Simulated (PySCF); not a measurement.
SMILES [SiH3]O[Se][GeH3], singlet at its B3LYP/def2-SVP optimised geometry (Å):

```
10

Se    -0.7372    -0.6471     3.0373
Ge     0.8098    -2.4011     3.5220
H      1.2876    -2.1285     4.9632
H      0.0939    -3.7608     3.4264
H      1.9868    -2.3447     2.5301
O     -1.1046    -1.2088     1.3143
Si    -0.4906    -0.3512     0.0000
H     -0.9709     1.0616     0.0000
H     -1.0023    -1.0616    -1.2032
H      1.0023    -0.3512     0.0000
```

Method: B3LYP/def2-TZVP run with PySCF. Cells within 0.4 Å of a nucleus heavier than hydrogen are left out (blank, or x).

Map of the deformation density (molecule minus spherical neutral atoms) (e/bohr³) on the plane z = 0.0 Å:

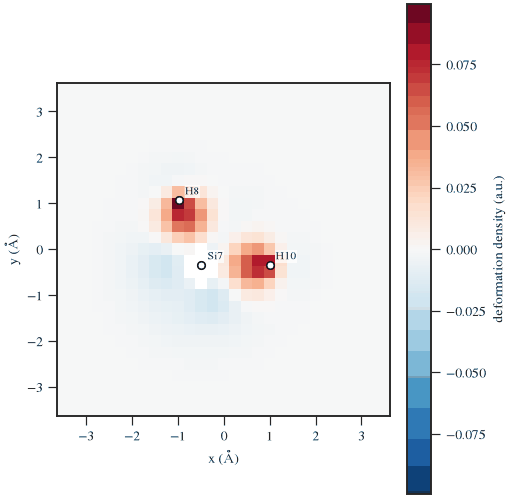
Fig. 1. Deformation density (molecule minus spherical neutral atoms) (e/bohr³) on the plane z = 0.0 Å.
